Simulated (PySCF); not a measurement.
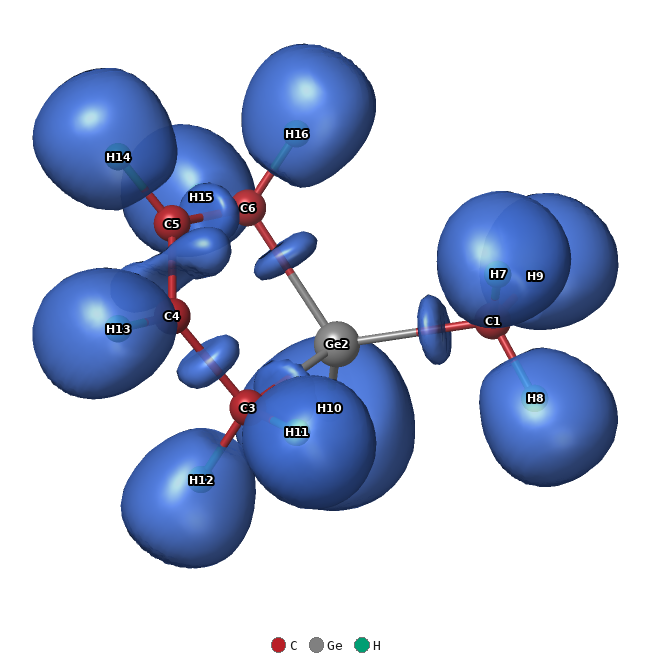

*C5H10Ge (SMILES [CH3][GeH]1[CH2]C=C[CH2]1). Isosurface of the electron localisation function at 0.85 (blue), seen at a tilt. Core shells and regions of very low density are left out.*

Geometry: GFN2-xTB.

Theory: PySCF 2.14.0, PBE0/def2-SVPD, SCF density, gas phase.

```xyz
16

C     2.2423   -0.6269    0.4945
Ge    0.7266   -0.1239   -0.6759
C    -0.9171   -1.2072   -0.3769
C    -1.8789   -0.2192    0.2115
C    -1.5491    1.0558    0.3326
C    -0.2054    1.5452   -0.1175
H     1.9124   -0.6298    1.5298
H     2.6140   -1.6174    0.2492
H     3.0610    0.0795    0.3958
H     1.1815   -0.1048   -2.1234
H    -0.7657   -2.0417    0.3100
H    -1.3277   -1.6285   -1.2956
H    -2.8448   -0.5867    0.5308
H    -2.2322    1.7802    0.7557
H    -0.3226    2.2651   -0.9287
H     0.2983    2.0693    0.6965
```

Identify the bonds, lone pairs and shells in this picture.

Answer. At this value the surface marks out three regions between bonded C–C atoms (shared pairs), ten regions around hydrogen nuclei and three lobes of the valence shell of C pointing towards Ge (polar bonds). Along the contacts the grid gives the following. C–C (1.32 Å): the ELF peaks at about 0.95 between the atoms: a multiple bond. C–Ge (1.98 Å): the ELF peaks at about 0.95 in the valence shell of C, 0.7 Å from its nucleus, and is about 0.70 at the midpoint.
